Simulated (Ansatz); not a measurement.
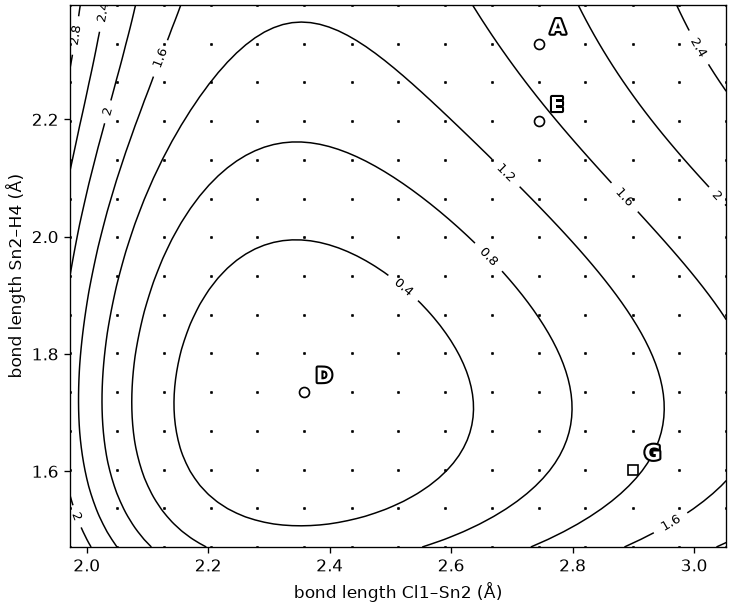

ClH₂Sn, SMILES [Cl][SnH2], spin multiplicity 2. First axis: bond length Cl1–Sn2. Second axis: bond length Sn2–H4. Nothing is relaxed (all other coordinates rigid). Grid: 15 × 15 points. Points are written as (first, second). Energies are in eV, from the relaxed molecule at the same level. Theory: Ansatz 0.2.0, UHF/def2-TZVP.

Drawn: contour lines labelled in eV, dots at the grid points, lettered points. Between grid points the surface is interpolated.

### What kind of point is each of A, D, E, G: minimum, saddle, maximum or slope?

A: on a slope; D: minimum; E: on a slope; G: on a slope. (In these two coordinates alone; a stationary point may lie a little off the grid point.)

### Rank the lettered points by energy, lowest first.

D (0.0049 eV), G (1.15 eV), E (1.53 eV), A (1.76 eV).
